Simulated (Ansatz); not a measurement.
Consider LuP in the zinc blende structure (space group F-43m, No. 216; a = 6.137 Å; a hypothetical phase, not in the database extracts checked). Axes: x, y, z lie along the cube axes.

One thing is altered: compressive biaxial strain of 1.24 % in the plane normal to [110], as in epitaxy on a mismatched substrate; the out-of-plane cell vector and the atoms relax.

Level of theory: r2SCAN (Ansatz, a program for electronic structure, PAW, no spin-orbit coupling).

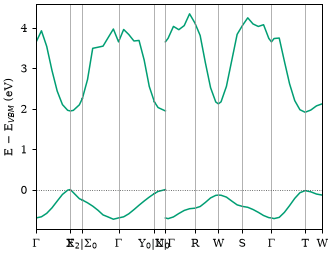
Fig. 1. Highest valence and lowest conduction band along the path of the changed cell's own zone

### Question
From the figure, how large is the changed gap, and is it direct?

### Answer
About 1.9 eV, indirect, X → T.

Whether these cells are dynamically stable was not tested. k-point labels follow each cell's own Brillouin zone.
